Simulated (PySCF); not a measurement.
Vertical excitations of a molecule C₄H₆BF from TDDFT-CAM-B3LYP/def2-SVPD (PySCF 2.14.0), as energy in eV (oscillator strength): 4.83 (0.000), 6.26 (0.354), 6.45 (0.001), 6.66 (0.001), 7.25 (0.044), 7.55 (0.664), 7.57 (0.081), 8.17 (0.034), 8.62 (0.004), 8.64 (0.002). Lowest triplet (TDA): 4.05 eV. Coordinates come from a B3LYP-D3(BJ)/def2-SVP optimisation. The values are those of a single conformer.

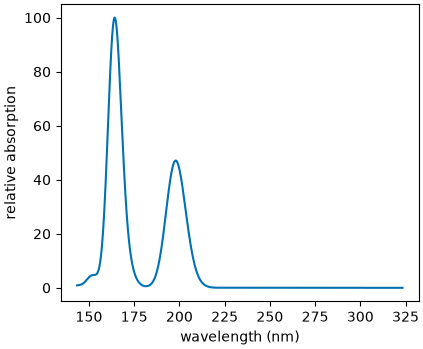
Figure. The lines broadened by 0.4 eV.

Pick the molecule that these values belong to.
(A) FB1CC=CC1
(B) CB1CC=C1F
(C) C=C1CB(F)C1
(D) C=C=CB(C)F

D, C=C=CB(C)F
